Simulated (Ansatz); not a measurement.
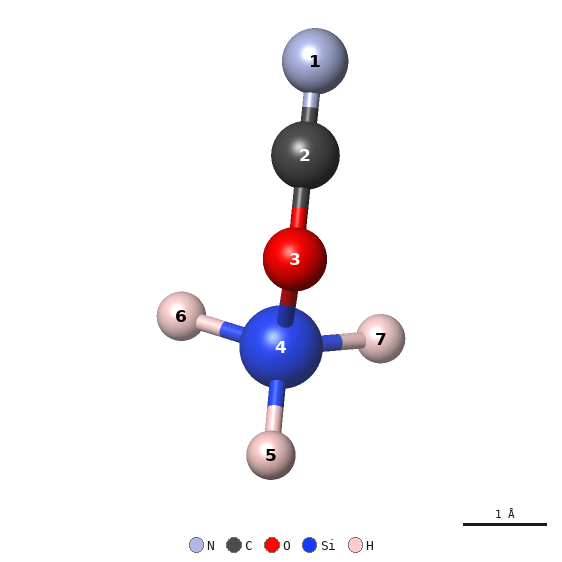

Figure made from data computed with Ansatz.

Charge +1, doublet. Geometry: the geometry of the neutral molecule.

### Describe the coordination of atom 3.

O3 has 2 neighbours (C2 at 1.28, Si4 at 1.70 Å); the arrangement is bent.

### How are the neighbours of atom 2 arranged?

C2 has 2 neighbours (N1 at 1.15, O3 at 1.28 Å); the arrangement is linear.

### What is the geometry at Si4?

Si4 has 4 neighbours (O3 at 1.70, H5 at 1.47, H6 at 1.48, H7 at 1.48 Å); the arrangement is tetrahedral.
